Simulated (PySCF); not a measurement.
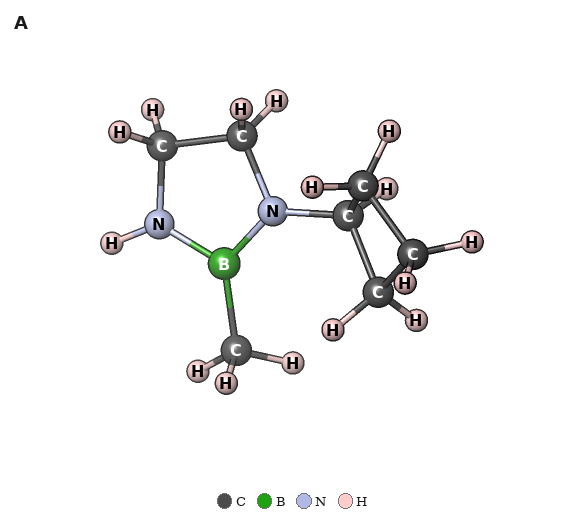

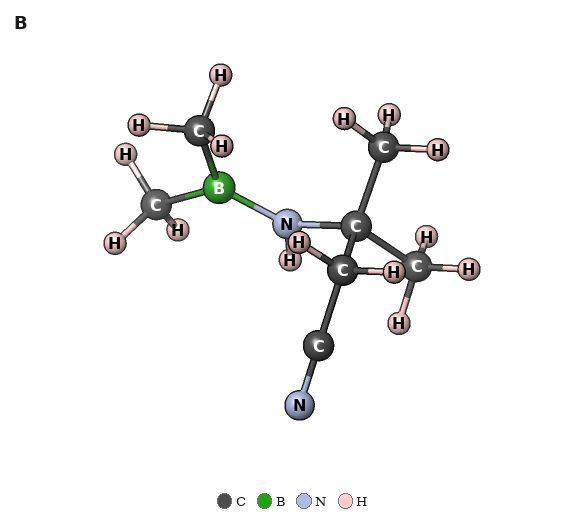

2 stationary structures of one formula. Geometries: GFN2-xTB. Electronic energies: PBE0/pcSseg-1 (PySCF 2.14.0), without zero-point energy. No frequency run is at hand to confirm each as a minimum. Each is one conformer, not always the lowest.

### Are they conformers, stereoisomers or constitutional isomers?

They are constitutional isomers of C7H15BN2: A `CB1NCCN1C1CCC1`, B `CB(C)NC(C)(C)CC#N`.

### Which is lowest in energy, and by how much?

A is lowest; B lies 22.4 kJ/mol above it.

The geometry is semi-empirical. Around B such bond lengths and angles can be off by a tenth of an ångström or more and by several degrees, and values that hang on the shape move with them.
